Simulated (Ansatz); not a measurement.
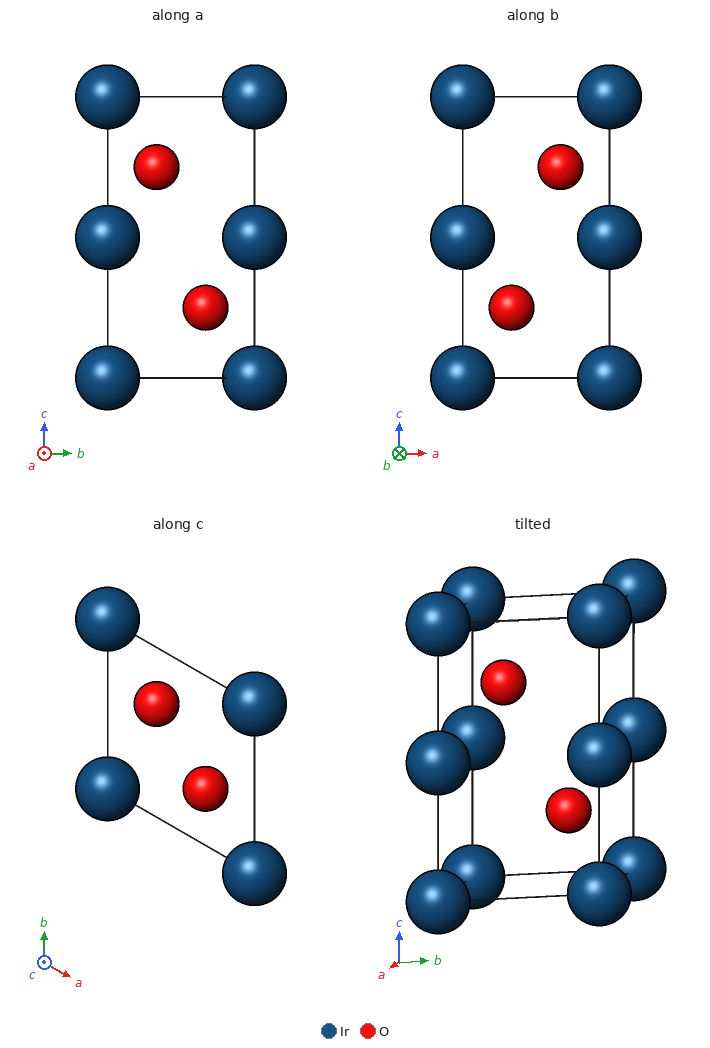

The structure above is drawn in spheres-only style and viewed along the a axis, along the b axis, along the c axis and slightly off an axis. The frame is the conventional unit cell; atoms at its boundary are shown with their periodic copies.

Lattice parameters: a = 3.4250 Å, b = 3.4250 Å, c = 5.6734 Å, α = 90.000°, β = 90.000°, γ = 120.000°.

> From the views, write a CIF in P1 with every atom of the cell.

```cif
data_structure
_symmetry_space_group_name_H-M 'P 1'
_symmetry_Int_Tables_number 1
_cell_length_a 3.4250
_cell_length_b 3.4250
_cell_length_c 5.6734
_cell_angle_alpha 90.000
_cell_angle_beta 90.000
_cell_angle_gamma 120.000
_cell_volume 57.64
loop_
_atom_site_label
_atom_site_type_symbol
_atom_site_fract_x
_atom_site_fract_y
_atom_site_fract_z
_atom_site_occupancy
Ir1 Ir 0.0000 0.0000 0.0000 1
Ir2 Ir 0.0000 0.0000 0.5000 1
O1 O 0.3333 0.6667 0.2500 1
O2 O 0.6667 0.3333 0.7500 1
```

Origin of the cell: a structure type filled with these elements by a generator (whether the compound takes this form wasn't checked). Earlier steps of the study may have refined or changed the cell and positions. An electronic-structure calculation with Ansatz was run on it.

At this level of theory the cell isn't at rest (stretched, at -26 GPa), so its distances can differ from those at equilibrium, the more so the softer the solid.
